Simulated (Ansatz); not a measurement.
## Geometry relaxation of Cu16N (part 1 of 2)

Cu16N (slab, 17 atoms in the cell), computed with DFT PBE, scalar-relativistic, plane waves, PAW, no spin polarisation (Ansatz 0.2.0).

The input holds or restrains some coordinates. Forces given for the steps count only the free coordinates. It belongs to a series of runs on one base structure; here: start relaxed. Figures and captions count atoms from 1; the log counts them from 0 in places.

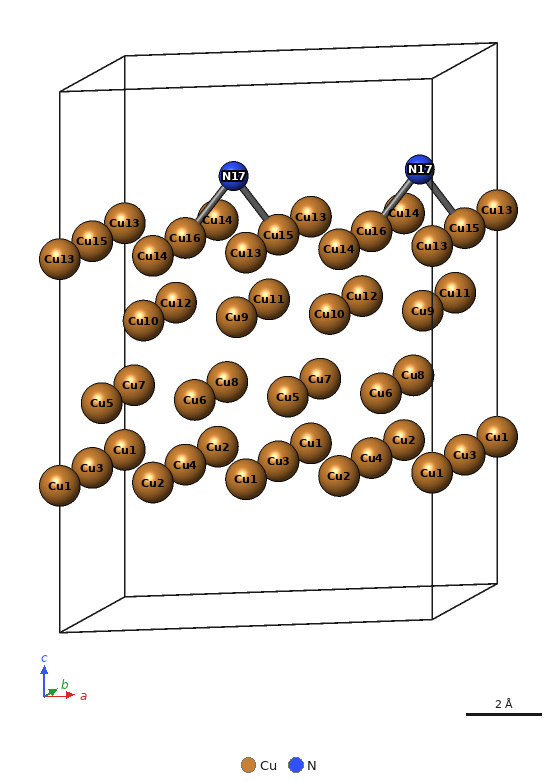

**Figure 1.** The starting structure (ball-and-stick view of the 2 × 1 repeat of the cell, with the vacuum cut short, seen slightly off an axis; bonded neighbours outside the cell are drawn too; atoms are numbered from 1 in the order of the input). An atom can appear more than once, as a periodic image.

Input
```yaml
crystal:
  lattice:
    - [5.105311, 0.0, 0.0]
    - [2.552655, 4.421329, 0.0]
    - [0.0, 0.0, 18.252703]
  atoms:
    - { symbol: Cu, position: [0.0, 0.0, 0.0547864] }
    - { symbol: Cu, position: [0.5, 0.0, 0.0547864] }
    - { symbol: Cu, position: [0.0, 0.5, 0.0547864] }
    - { symbol: Cu, position: [0.5, 0.5, 0.0547864] }
    - { symbol: Cu, position: [0.1666667, 0.1666667, 0.1689741] }
    - { symbol: Cu, position: [0.6666667, 0.1666667, 0.1689741] }
    - { symbol: Cu, position: [0.1666667, 0.6666667, 0.1689741] }
    - { symbol: Cu, position: [0.6666667, 0.6666667, 0.1689741] }
    - { symbol: Cu, position: [-0.1666667, 0.3333333, 0.2831618] }
    - { symbol: Cu, position: [0.3333333, 0.3333333, 0.2831618] }
    - { symbol: Cu, position: [-0.1666667, 0.8333333, 0.2831618] }
    - { symbol: Cu, position: [0.3333333, 0.8333333, 0.2831618] }
    - { symbol: Cu, position: [0.0, 0.0, 0.3973495] }
    - { symbol: Cu, position: [0.5, 0.0, 0.3973495] }
    - { symbol: Cu, position: [0.0, 0.5, 0.3973495] }
    - { symbol: Cu, position: [0.5, 0.5, 0.3973495] }
    - { symbol: "N", position: [0.7626305, 0.4893528, 0.4888428] }
basis:
  ecutwfc: 420.0
kpoints:
  mp_grid: { grid: [3, 3, 1] }
hamiltonian:
  xc: pbe
scf:
  occupations: { method: fermi_dirac, width: 0.1 }
  lower_state_search: "off"
relax:
  f_tol: 0.08
  max_steps: 25
  adjacent_minimum: "off"
  constraints: [{ sites: [0, 1, 2, 3] }]
```

Launched with:
```bash
ansatz run input.yaml --threads 4 --pin off --max-ram 10240MiB --backend cpu --events-out ev --progress --plain --runs-dir out
```

The program's output
```
Engine: ansatz 0.2.0, x86_64-unknown-linux-gnu
Pseudopotentials: kind: paw
Pseudopotential: Cu, paw, valence charge 19, recommended cutoff 420 eV (normal), Cu.paw.azcp
Pseudopotential: N, paw, valence charge 5, recommended cutoff 420 eV (normal), N.paw.azcp
Functional definition: PBE
  parameter kappa = 0.804
  parameter beta = 0.06672455060314922
  exchange = pbe_x(kappa = kappa, mu = beta*pi^2/3)
  correlation = pbe_c(beta = beta)
Crystal: 17 atoms, lattice volume = 412.005 Å³
Basis set: ecut = 420 eV, 8095 PW (Γ), exchange–correlation on 72×72×250 points (8 copies of the dense FFT grid, shifted against one another)
Bands: 186, of which v1, the nominal top of the filled ones, is band 155 counted from 1 (154 counted from 0)
Symmetry: 1 space group operations
Space group: P1 (ITA 1), of the structure as read, at distance tolerance 7.4e-5 Å
k-points: 5 of 9 (time reversal used)
Non-local potential: Cu, projectors of the file, l = 0: 3, l = 1: 2, l = 2: 3, l = 3: 1
Non-local potential: N, projectors of the file, l = 0: 2, l = 1: 2, l = 2: 1
PAW form: soft (Blöchl's): semilocal exchange-correlation on the pseudo side does not see the compensation charge
PAW one-centre angular grid: Cu, 590 points (default); XC on 64 Gauss nodes
PAW one-centre angular grid: N, 110 points (default); XC on 64 Gauss nodes
Initial density: superposition of atomic densities (neutral atoms: chi_scale 0, normalization atom), corrected by the library's trained network
Initial wavefunctions: pseudopotential atomic-orbital guess
Functional: x = pbe(κ = 0.804, μ = 0.2195149727645171), c = pbe(β = 0.06672455060314922)
SCF iter   1: F=—  HF=-106379.824584 eV  |F-HF|=—  |Δ(HF+E_count)|=         —  Δρ=1.49e-2  dr2=8.60e0  ethr=1.77e-3  ⟨swp⟩=6.2  Hψ=3631  notcnv=0  defer=59
preconditioner: auto → LDOS  [metal: Δε(μ)=0.043 eV  Ē_g=8.753 eV  σ=0.100 eV  W_gap=0.11  n_scr=122 (ndim 8)  ℏωp=24.6 eV  f_vac=0.480  D(μ)=9.44/eV (n_scr^D=64)  β→1.0]
SCF iter   2: F=—  HF=-106379.581791 eV  |F-HF|=—  |Δ(HF+E_count)|=   2.43e-1  Δρ=5.71e-3  dr2=2.64e-1  ethr=1.77e-3  ⟨swp⟩=2.8  Hψ=1137  notcnv=0  defer=80
SCF iter   3: F=—  HF=-106379.608226 eV  |F-HF|=—  |Δ(HF+E_count)|=   2.64e-2  Δρ=4.63e-3  dr2=9.02e-2  ethr=8.55e-5  ⟨swp⟩=2.0  Hψ=1363  notcnv=0  defer=81
SCF iter   4: F=—  HF=-106379.598603 eV  |F-HF|=—  |Δ(HF+E_count)|=   9.62e-3  Δρ=2.39e-3  dr2=2.29e-2  ethr=2.92e-5  ⟨swp⟩=2.0  Hψ=1450  notcnv=0  defer=81
SCF iter   5: F=—  HF=-106379.596328 eV  |F-HF|=—  |Δ(HF+E_count)|=   2.28e-3  Δρ=5.50e-4  dr2=1.04e-3  ethr=7.41e-6  ⟨swp⟩=2.0  Hψ=1249  notcnv=0  defer=81
SCF iter   6: F=—  HF=-106379.596381 eV  |F-HF|=—  |Δ(HF+E_count)|=   5.29e-5  Δρ=3.11e-4  dr2=2.95e-4  ethr=3.38e-7  ⟨swp⟩=3.4  Hψ=2082  notcnv=0  defer=81
SCF iter   7: F=-106379.596419 eV  HF=-106379.596419 eV  |F-HF|=2.64e-7  |Δ(HF+E_count)|=   3.79e-5  Δρ=7.99e-5  dr2=2.85e-5  ethr=3.24e-8  ⟨swp⟩=3.6  Hψ=3780  notcnv=0
SCF 1 converged in 7 iterations: F = -106379.596419 eV  dr2 = 2.85e-5
  greatest PAW one-centre occupation: 1.000 electrons in one spin orbital (limit 2), on the Cu atom at site 13 (counted from 0), in its partial waves of l = 0
relax step   1: F+E_penalty+E_count = -106379.59641852 eV  Δ(F+E_penalty+E_count) = +0.000e0 eV  max|allowed force component| = 3.864e0 eV/Å  Δτ_max = 0.0000 Å  (7 SCF iters, dr2 threshold 1.00e-4 eV, accepted)
Initial density: handed on by an earlier stage of this run
Initial wavefunctions: those handed on with the density
iter 1 solved again at ethr=2.95e-4 eV; its pass at ethr=3.10e-3 eV (dr2=9.11e-1 eV) is discarded
SCF iter   1: F=—  HF=-106380.374902 eV  |F-HF|=—  |Δ(HF+E_count)|=         —  Δρ=1.26e-2  dr2=9.74e-1  ethr=2.95e-4  ⟨swp⟩=1.2  Hψ=2985  notcnv=0  defer=81
preconditioner: auto → LDOS  [metal: Δε(μ)=0.072 eV  Ē_g=8.791 eV  σ=0.100 eV  W_gap=0.18  n_scr=122 (ndim 8)  ℏωp=24.6 eV  f_vac=0.482  D(μ)=9.85/eV (n_scr^D=66)  β→1.0]
SCF iter   2: F=—  HF=-106380.287903 eV  |F-HF|=—  |Δ(HF+E_count)|=   8.70e-2  Δρ=2.96e-3  dr2=2.72e-2  ethr=2.95e-4  ⟨swp⟩=2.2  Hψ=1379  notcnv=0  defer=81
SCF iter   3: F=—  HF=-106380.300502 eV  |F-HF|=—  |Δ(HF+E_count)|=   1.26e-2  Δρ=4.40e-3  dr2=5.05e-2  ethr=8.79e-6  ⟨swp⟩=3.0  Hψ=2128  notcnv=0  defer=81
SCF iter   4: F=—  HF=-106380.292323 eV  |F-HF|=—  |Δ(HF+E_count)|=   8.18e-3  Δρ=2.13e-3  dr2=1.30e-2  ethr=8.79e-6  ⟨swp⟩=2.0  Hψ=1630  notcnv=0  defer=81
SCF iter   5: F=—  HF=-106380.290351 eV  |F-HF|=—  |Δ(HF+E_count)|=   1.97e-3  Δρ=6.01e-4  dr2=1.14e-3  ethr=4.22e-6  ⟨swp⟩=2.0  Hψ=1345  notcnv=0  defer=81
SCF iter   6: F=—  HF=-106380.290335 eV  |F-HF|=—  |Δ(HF+E_count)|=   1.67e-5  Δρ=3.88e-4  dr2=4.26e-4  ethr=3.70e-7  ⟨swp⟩=2.4  Hψ=1849  notcnv=0  defer=81
SCF iter   7: F=—  HF=-106380.290325 eV  |F-HF|=—  |Δ(HF+E_count)|=   9.80e-6  Δρ=1.58e-4  dr2=7.31e-5  ethr=3.24e-8  ⟨swp⟩=3.2  Hψ=3651  notcnv=0
SCF iter   8: F=-106380.290333 eV  HF=-106380.290332 eV  |F-HF|=1.13e-6  |Δ(HF+E_count)|=   7.13e-6  Δρ=4.84e-5  dr2=7.12e-6  ethr=2.36e-8  ⟨swp⟩=4.0  Hψ=2831  notcnv=0
SCF 2 converged in 8 iterations: F = -106380.290333 eV  dr2 = 7.12e-6
relax step   2: F+E_penalty+E_count = -106380.29033312 eV  Δ(F+E_penalty+E_count) = -6.939e-1 eV  max|allowed force component| = 2.984e0 eV/Å  Δτ_max = 0.1948 Å  (8 SCF iters, dr2 threshold 1.00e-4 eV, accepted)
iter 1 solved again at ethr=2.10e-4 eV; its pass at ethr=3.10e-3 eV (dr2=6.50e-1 eV) is discarded
SCF iter   1: F=—  HF=-106380.842311 eV  |F-HF|=—  |Δ(HF+E_count)|=         —  Δρ=1.32e-2  dr2=6.67e-1  ethr=2.10e-4  ⟨swp⟩=2.0  Hψ=3400  notcnv=0  defer=82
preconditioner: auto → LDOS  [metal: Δε(μ)=0.078 eV  Ē_g=8.833 eV  σ=0.100 eV  W_gap=0.19  n_scr=122 (ndim 8)  ℏωp=24.6 eV  f_vac=0.483  D(μ)=9.78/eV (n_scr^D=66)  β→1.0]
SCF iter   2: F=—  HF=-106380.744104 eV  |F-HF|=—  |Δ(HF+E_count)|=   9.82e-2  Δρ=3.21e-3  dr2=4.14e-2  ethr=2.10e-4  ⟨swp⟩=2.6  Hψ=1381  notcnv=0  defer=82
SCF iter   3: F=—  HF=-106380.751544 eV  |F-HF|=—  |Δ(HF+E_count)|=   7.44e-3  Δρ=4.93e-3  dr2=6.91e-2  ethr=1.34e-5  ⟨swp⟩=3.0  Hψ=2211  notcnv=0  defer=82
SCF iter   4: F=—  HF=-106380.740385 eV  |F-HF|=—  |Δ(HF+E_count)|=   1.12e-2  Δρ=1.78e-3  dr2=9.96e-3  ethr=1.34e-5  ⟨swp⟩=2.0  Hψ=1608  notcnv=0  defer=82
SCF iter   5: F=—  HF=-106380.739629 eV  |F-HF|=—  |Δ(HF+E_count)|=   7.56e-4  Δρ=9.66e-4  dr2=2.60e-3  ethr=3.22e-6  ⟨swp⟩=2.0  Hψ=1593  notcnv=0  defer=82
SCF iter   6: F=—  HF=-106380.739289 eV  |F-HF|=—  |Δ(HF+E_count)|=   3.40e-4  Δρ=3.60e-4  dr2=3.90e-4  ethr=8.43e-7  ⟨swp⟩=2.0  Hψ=1590  notcnv=0  defer=82
SCF iter   7: F=-106380.739277 eV  HF=-106380.739279 eV  |F-HF|=2.27e-6  |Δ(HF+E_count)|=   1.02e-5  Δρ=9.25e-5  dr2=2.84e-5  ethr=3.24e-8  ⟨swp⟩=3.2  Hψ=3801  notcnv=0
SCF 3 converged in 7 iterations: F = -106380.739277 eV  dr2 = 2.84e-5
relax step   3: F+E_penalty+E_count = -106380.73927705 eV  Δ(F+E_penalty+E_count) = -4.489e-1 eV  max|allowed force component| = 6.932e-1 eV/Å  Δτ_max = 0.1949 Å  (7 SCF iters, dr2 threshold 1.00e-4 eV, accepted)
iter 1 solved again at ethr=1.20e-4 eV; its pass at ethr=3.10e-3 eV (dr2=3.71e-1 eV) is discarded
SCF iter   1: F=—  HF=-106381.012541 eV  |F-HF|=—  |Δ(HF+E_count)|=         —  Δρ=1.07e-2  dr2=4.08e-1  ethr=1.20e-4  ⟨swp⟩=2.0  Hψ=3587  notcnv=0  defer=84
preconditioner: auto → LDOS  [metal: Δε(μ)=0.093 eV  Ē_g=8.866 eV  σ=0.100 eV  W_gap=0.23  n_scr=122 (ndim 8)  ℏωp=24.6 eV  f_vac=0.488  D(μ)=10.01/eV (n_scr^D=66)  β→1.0]
SCF iter   2: F=—  HF=-106380.949569 eV  |F-HF|=—  |Δ(HF+E_count)|=   6.30e-2  Δρ=6.29e-3  dr2=1.27e-1  ethr=1.20e-4  ⟨swp⟩=2.8  Hψ=1651  notcnv=0  defer=84
SCF iter   3: F=—  HF=-106380.939179 eV  |F-HF|=—  |Δ(HF+E_count)|=   1.04e-2  Δρ=6.25e-3  dr2=9.99e-2  ethr=4.11e-5  ⟨swp⟩=2.0  Hψ=1704  notcnv=0  defer=84
SCF iter   4: F=—  HF=-106380.922750 eV  |F-HF|=—  |Δ(HF+E_count)|=   1.64e-2  Δρ=1.42e-3  dr2=5.91e-3  ethr=3.23e-5  ⟨swp⟩=2.0  Hψ=1580  notcnv=0  defer=84
SCF iter   5: F=—  HF=-106380.921436 eV  |F-HF|=—  |Δ(HF+E_count)|=   1.31e-3  Δρ=6.95e-4  dr2=1.14e-3  ethr=1.91e-6  ⟨swp⟩=2.0  Hψ=1468  notcnv=0  defer=84
SCF iter   6: F=—  HF=-106380.921229 eV  |F-HF|=—  |Δ(HF+E_count)|=   2.08e-4  Δρ=1.83e-4  dr2=1.07e-4  ethr=3.68e-7  ⟨swp⟩=2.0  Hψ=1393  notcnv=0  defer=84
SCF iter   7: F=—  HF=-106380.921263 eV  |F-HF|=—  |Δ(HF+E_count)|=   3.44e-5  Δρ=9.04e-5  dr2=4.42e-5  ethr=3.47e-8  ⟨swp⟩=2.0  Hψ=1482  notcnv=0  defer=84
SCF iter   8: F=-106380.921266 eV  HF=-106380.921277 eV  |F-HF|=1.02e-5  |Δ(HF+E_count)|=   1.34e-5  Δρ=5.82e-5  dr2=1.64e-5  ethr=9.72e-9  ⟨swp⟩=4.2  Hψ=2871  notcnv=0
SCF 4 converged in 8 iterations: F = -106380.921266 eV  dr2 = 1.64e-5
relax step   4: F+E_penalty+E_count = -106380.92126631 eV  Δ(F+E_penalty+E_count) = -1.820e-1 eV  max|allowed force component| = 3.713e-1 eV/Å  Δτ_max = 0.2000 Å  (8 SCF iters, dr2 threshold 3.00e-5 eV, accepted)
SCF iter   1: F=—  HF=-106381.137337 eV  |F-HF|=—  |Δ(HF+E_count)|=         —  Δρ=1.25e-2  dr2=4.32e-1  ethr=1.17e-3  ⟨swp⟩=4.4  Hψ=2143  notcnv=0  defer=86
preconditioner: auto → LDOS  [metal: Δε(μ)=0.085 eV  Ē_g=8.871 eV  σ=0.100 eV  W_gap=0.21  n_scr=122 (ndim 8)  ℏωp=24.6 eV  f_vac=0.489  D(μ)=10.66/eV (n_scr^D=66)  β→1.0]
SCF iter   2: F=—  HF=-106381.085604 eV  |F-HF|=—  |Δ(HF+E_count)|=   5.17e-2  Δρ=9.21e-3  dr2=2.01e-1  ethr=1.40e-4  ⟨swp⟩=2.8  Hψ=2049  notcnv=0  defer=81
SCF iter   3: F=—  HF=-106381.061097 eV  |F-HF|=—  |Δ(HF+E_count)|=   2.45e-2  Δρ=7.00e-3  dr2=1.32e-1  ethr=6.50e-5  ⟨swp⟩=2.2  Hψ=1670  notcnv=0  defer=81
SCF iter   4: F=—  HF=-106381.045693 eV  |F-HF|=—  |Δ(HF+E_count)|=   1.54e-2  Δρ=3.36e-3  dr2=3.15e-2  ethr=4.26e-5  ⟨swp⟩=2.0  Hψ=1196  notcnv=0  defer=81
SCF iter   5: F=—  HF=-106381.041074 eV  |F-HF|=—  |Δ(HF+E_count)|=   4.62e-3  Δρ=9.92e-4  dr2=3.07e-3  ethr=1.02e-5  ⟨swp⟩=2.0  Hψ=1559  notcnv=0  defer=81
SCF iter   6: F=—  HF=-106381.040402 eV  |F-HF|=—  |Δ(HF+E_count)|=   6.72e-4  Δρ=2.52e-4  dr2=2.41e-4  ethr=9.95e-7  ⟨swp⟩=2.0  Hψ=1270  notcnv=0  defer=81
SCF iter   7: F=—  HF=-106381.040501 eV  |F-HF|=—  |Δ(HF+E_count)|=   9.86e-5  Δρ=1.01e-4  dr2=3.31e-5  ethr=7.81e-8  ⟨swp⟩=2.0  Hψ=1586  notcnv=0  defer=81
SCF iter   8: F=—  HF=-106381.040542 eV  |F-HF|=—  |Δ(HF+E_count)|=   4.11e-5  Δρ=7.99e-5  dr2=2.39e-5  ethr=2.79e-9  ⟨swp⟩=5.0  Hψ=3425  notcnv=0
SCF iter   9: F=-106381.040546 eV  HF=-106381.040551 eV  |F-HF|=4.52e-6  |Δ(HF+E_count)|=   8.73e-6  Δρ=3.40e-5  dr2=6.80e-6  ethr=2.79e-9  ⟨swp⟩=3.2  Hψ=3069  notcnv=0
SCF 5 converged in 9 iterations: F = -106381.040546 eV  dr2 = 6.80e-6
relax step   5: F+E_penalty+E_count = -106381.04054628 eV  Δ(F+E_penalty+E_count) = -1.193e-1 eV  max|allowed force component| = 5.768e-1 eV/Å  Δτ_max = 0.1955 Å  (9 SCF iters, dr2 threshold 8.62e-6 eV, accepted)
SCF iter   1: F=—  HF=-106381.277759 eV  |F-HF|=—  |Δ(HF+E_count)|=         —  Δρ=9.40e-3  dr2=3.17e-1  ethr=1.46e-3  ⟨swp⟩=4.6  Hψ=2128  notcnv=0  defer=79
preconditioner: auto → LDOS  [metal: Δε(μ)=0.082 eV  Ē_g=8.844 eV  σ=0.100 eV  W_gap=0.20  n_scr=122 (ndim 8)  ℏωp=24.6 eV  f_vac=0.489  D(μ)=10.66/eV (n_scr^D=66)  β→1.0]
SCF iter   2: F=—  HF=-106381.216754 eV  |F-HF|=—  |Δ(HF+E_count)|=   6.10e-2  Δρ=6.31e-3  dr2=1.22e-1  ethr=1.03e-4  ⟨swp⟩=3.0  Hψ=2002  notcnv=0  defer=83
SCF iter   3: F=—  HF=-106381.195247 eV  |F-HF|=—  |Δ(HF+E_count)|=   2.15e-2  Δρ=5.04e-3  dr2=6.71e-2  ethr=3.96e-5  ⟨swp⟩=2.8  Hψ=1905  notcnv=0  defer=83
SCF iter   4: F=—  HF=-106381.184824 eV  |F-HF|=—  |Δ(HF+E_count)|=   1.04e-2  Δρ=1.39e-3  dr2=6.56e-3  ethr=2.17e-5  ⟨swp⟩=2.0  Hψ=1575  notcnv=0  defer=83
SCF iter   5: F=—  HF=-106381.183981 eV  |F-HF|=—  |Δ(HF+E_count)|=   8.43e-4  Δρ=8.11e-4  dr2=1.92e-3  ethr=2.12e-6  ⟨swp⟩=2.0  Hψ=1532  notcnv=0  defer=83
SCF iter   6: F=—  HF=-106381.183753 eV  |F-HF|=—  |Δ(HF+E_count)|=   2.28e-4  Δρ=2.46e-4  dr2=3.02e-4  ethr=6.20e-7  ⟨swp⟩=2.0  Hψ=1277  notcnv=0  defer=83
SCF iter   7: F=—  HF=-106381.183775 eV  |F-HF|=—  |Δ(HF+E_count)|=   2.21e-5  Δρ=1.42e-4  dr2=9.13e-5  ethr=3.09e-8  ⟨swp⟩=3.2  Hψ=3735  notcnv=0
SCF iter   8: F=-106381.183766 eV  HF=-106381.183789 eV  |F-HF|=2.31e-5  |Δ(HF+E_count)|=   1.37e-5  Δρ=7.85e-5  dr2=2.76e-5  ethr=2.95e-8  ⟨swp⟩=4.0  Hψ=2869  notcnv=0
SCF 6 converged in 8 iterations: F = -106381.183766 eV  dr2 = 2.76e-5
relax step   6: F+E_penalty+E_count = -106381.18376561 eV  Δ(F+E_penalty+E_count) = -1.432e-1 eV  max|allowed force component| = 2.629e-1 eV/Å  Δτ_max = 0.2000 Å  (8 SCF iters, dr2 threshold 9.55e-5 eV, accepted)
SCF iter   1: F=—  HF=-106381.399296 eV  |F-HF|=—  |Δ(HF+E_count)|=         —  Δρ=1.05e-2  dr2=3.59e-1  ethr=1.26e-3  ⟨swp⟩=5.2  Hψ=2155  notcnv=0  defer=81
preconditioner: auto → LDOS  [metal: Δε(μ)=0.075 eV  Ē_g=8.843 eV  σ=0.100 eV  W_gap=0.18  n_scr=122 (ndim 8)  ℏωp=24.6 eV  f_vac=0.488  D(μ)=10.54/eV (n_scr^D=66)  β→1.0]
SCF iter   2: F=—  HF=-106381.310545 eV  |F-HF|=—  |Δ(HF+E_count)|=   8.88e-2  Δρ=7.21e-3  dr2=1.67e-1  ethr=1.16e-4  ⟨swp⟩=3.0  Hψ=2090  notcnv=0  defer=85
SCF iter   3: F=—  HF=-106381.279824 eV  |F-HF|=—  |Δ(HF+E_count)|=   3.07e-2  Δρ=6.20e-3  dr2=1.03e-1  ethr=5.42e-5  ⟨swp⟩=2.6  Hψ=1815  notcnv=0  defer=85
SCF iter   4: F=—  HF=-106381.264564 eV  |F-HF|=—  |Δ(HF+E_count)|=   1.53e-2  Δρ=1.87e-3  dr2=1.03e-2  ethr=3.33e-5  ⟨swp⟩=2.0  Hψ=1334  notcnv=0  defer=85
SCF iter   5: F=—  HF=-106381.262847 eV  |F-HF|=—  |Δ(HF+E_count)|=   1.72e-3  Δρ=9.71e-4  dr2=2.51e-3  ethr=3.32e-6  ⟨swp⟩=2.0  Hψ=1611  notcnv=0  defer=85
SCF iter   6: F=—  HF=-106381.262470 eV  |F-HF|=—  |Δ(HF+E_count)|=   3.77e-4  Δρ=2.00e-4  dr2=2.18e-4  ethr=8.13e-7  ⟨swp⟩=2.0  Hψ=1274  notcnv=0  defer=85
SCF iter   7: F=—  HF=-106381.262496 eV  |F-HF|=—  |Δ(HF+E_count)|=   2.63e-5  Δρ=1.40e-4  dr2=8.99e-5  ethr=7.06e-8  ⟨swp⟩=2.0  Hψ=1332  notcnv=0  defer=85
SCF iter   8: F=—  HF=-106381.262508 eV  |F-HF|=—  |Δ(HF+E_count)|=   1.17e-5  Δρ=8.20e-5  dr2=3.00e-5  ethr=2.91e-8  ⟨swp⟩=2.6  Hψ=1396  notcnv=0  defer=85
SCF iter   9: F=-106381.262505 eV  HF=-106381.262508 eV  |F-HF|=3.43e-6  |Δ(HF+E_count)|=   4.00e-7  Δρ=2.79e-5  dr2=5.47e-6  ethr=4.64e-9  ⟨swp⟩=4.4  Hψ=3043  notcnv=0
SCF 7 converged in 9 iterations: F = -106381.262505 eV  dr2 = 5.47e-6
relax step   7: F+E_penalty+E_count = -106381.26250497 eV  Δ(F+E_penalty+E_count) = -7.874e-2 eV  max|allowed force component| = 5.791e-2 eV/Å  Δτ_max = 0.1944 Å  (9 SCF iters, dr2 threshold 1.44e-5 eV, accepted)
iter 1 solved again at ethr=1.77e-9 eV; its pass at ethr=3.10e-3 eV (dr2=5.46e-6 eV) is discarded
SCF iter   1: F=—  HF=-106381.262526 eV  |F-HF|=—  |Δ(HF+E_count)|=         —  Δρ=2.79e-5  dr2=5.45e-6  ethr=1.77e-9  ⟨swp⟩=1.0  Hψ=2180  notcnv=0  defer=85
preconditioner: auto → LDOS  [metal: Δε(μ)=0.069 eV  Ē_g=8.863 eV  σ=0.100 eV  W_gap=0.17  n_scr=122 (ndim 8)  ℏωp=24.6 eV  f_vac=0.488  D(μ)=10.66/eV (n_scr^D=66)  β→1.0]
SCF iter   2: F=—  HF=-106381.262510 eV  |F-HF|=—  |Δ(HF+E_count)|=   1.60e-5  Δρ=3.99e-5  dr2=3.95e-6  ethr=1.76e-9  ⟨swp⟩=2.0  Hψ=1529  notcnv=0  defer=85
SCF iter   3: F=—  HF=-106381.262510 eV  |F-HF|=—  |Δ(HF+E_count)|=   5.33e-8  Δρ=2.29e-5  dr2=1.72e-6  ethr=1.28e-9  ⟨swp⟩=2.0  Hψ=1616  notcnv=0  defer=85
SCF iter   4: F=—  HF=-106381.262510 eV  |F-HF|=—  |Δ(HF+E_count)|=   8.51e-9  Δρ=7.76e-6  dr2=2.13e-7  ethr=5.58e-10  ⟨swp⟩=2.0  Hψ=1088  notcnv=0  defer=85
SCF iter   5: F=-106381.262510 eV  HF=-106381.262510 eV  |F-HF|=7.71e-10  |Δ(HF+E_count)|=  3.06e-10  Δρ=1.52e-6  dr2=1.11e-8  ethr=3.24e-11  ⟨swp⟩=5.0  Hψ=3300  notcnv=0
SCF 8 converged in 5 iterations: F = -106381.262510 eV  dr2 = 1.11e-8
relax step   8: F+E_penalty+E_count = -106381.26251017 eV  Δ(F+E_penalty+E_count) = -5.197e-6 eV  max|allowed force component| = 5.721e-2 eV/Å  Δτ_max = 0.0000 Å  (5 SCF iters, accepted)
```

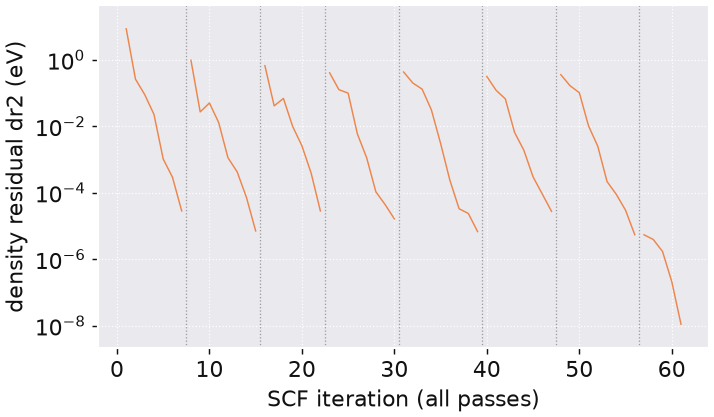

**Figure 2.** Convergence of the self-consistent field: density residual dr2 against the SCF iteration. The dotted lines part the SCF passes of the relaxation: geometry steps, rejected trials and re-solves on a re-selected basis. The 8 passes take 5 to 9 iterations each, 61 in all.
